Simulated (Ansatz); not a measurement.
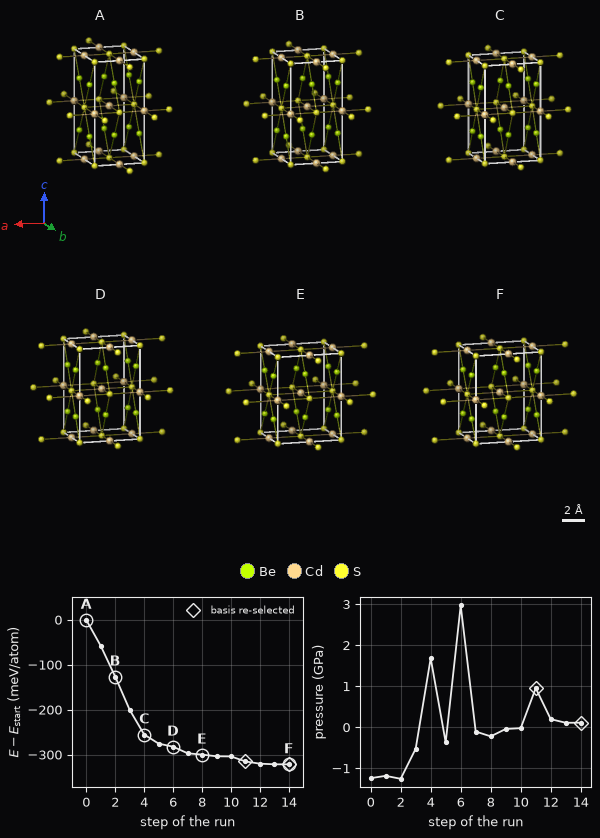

Frames of a relaxation of crystalline Be$_{2}$CdS (a generated structure, set up in Fmmm) (coarse preliminary run), marked on the history of the run. A ball-and-stick model of the conventional cell (4 times the calculation's cell), seen from a free direction. Lengths and directions refer to the drawn axes.

Theory: Ansatz 0.2.0, DFT PBE, scalar-relativistic, plane waves, PAW. Settings: plane-wave cutoff 420 eV; k-point mesh 6 × 6 × 6; occupations gaussian; smearing width 0.1 eV; no spin polarisation; cell and atoms relaxed; force threshold 0.04 eV/Å; at most 70 steps.

Question: Describe the path.

Answer: No atom moves by more than 0.005 Å relative to the cell. The volume changes by −6.9 %, with a 4.779 → 6.266 Å (+31.1 %), b 6.312 → 5.295 Å (−16.1 %), c 9.730 → 8.230 Å (−15.4 %). Near-neighbour distances that change, for instance: Cd–S 2.389 → 3.133 Å, Cd–S 3.156 → 2.648 Å, Be–S 2.899 → 2.447 Å. The space group stays Fmmm (No. 69). The energy falls by 321 meV per atom in 12 accepted moves (14 points after the start). All forces vanish by symmetry, so only the cell relaxes. Pressure: −1.24 GPa at the start and 0.11 GPa at the end. At 2 points the geometry stayed and the basis and grid were re-selected for the new cell (energy shift of 11.2 meV per atom at most each time). The run took 57 s on 1 thread of Arm Neoverse V1, with other jobs on the host, peak memory 0.38 GiB. From step 0 to 2: volume −8.7 %, energy −126 meV per atom. From step 2 to 4: volume −7.1 %, energy −129 meV per atom. From step 4 to 6: volume +1.3 %, energy −27.1 meV per atom. From step 6 to 8: volume +5.2 %, energy −17.6 meV per atom. From step 8 to 14: volume +3.0 %, energy −21.6 meV per atom.

```
step  E − E(0), meV/atom  pressure, GPa  volume, Å³/atom                      note
   0                0.00          -1.24           18.342                          
   1              -57.70          -1.18           17.461                          
   2             -126.14          -1.25           16.739                          
   3             -200.09          -0.52           16.084                          
   4             -255.02           1.68           15.544                          
   5             -275.30          -0.37           16.119                          
   6             -282.16           2.97           15.743                          
   7             -296.75          -0.10           16.382                          
   8             -299.78          -0.22           16.563                          
   9             -303.44          -0.04           16.393                          
  10             -303.79          -0.02           16.409                          
  11             -315.00           0.95           16.409  same geometry, new basis
  12             -319.96           0.20           16.827                          
  13             -321.29           0.11           17.067                          
  14             -321.41           0.11           17.067  same geometry, new basis
```
